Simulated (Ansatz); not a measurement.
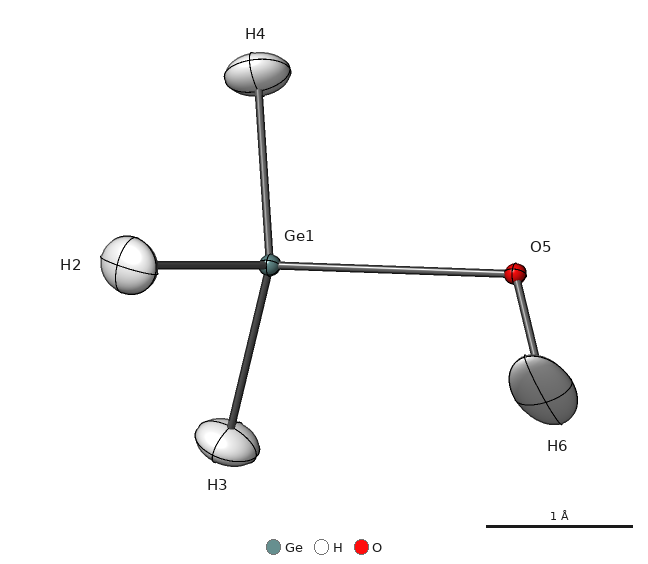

Displacement ellipsoids at the 50 % level, from the internal vibrations of the free molecule (harmonic, no overall translation or rotation; no half-axis is drawn under 0.075 Å). Vibrations computed with RKS PBE0-D4/def2-TZVP (Ansatz 0.2.0). Temperature: 100 K.

List U_eq and the three principal root-mean-square amplitudes for each kind of atom.

```tsv
atom	U_eq (Å²)	rms amplitudes (Å)
Ge1	0.00004	0.005, 0.005, 0.008
H2, H3	0.0155	0.088, 0.127, 0.150
H4	0.0154	0.087, 0.129, 0.148
O5	0.00064	0.012, 0.024, 0.035
H6	0.0387	0.066, 0.133, 0.307
```
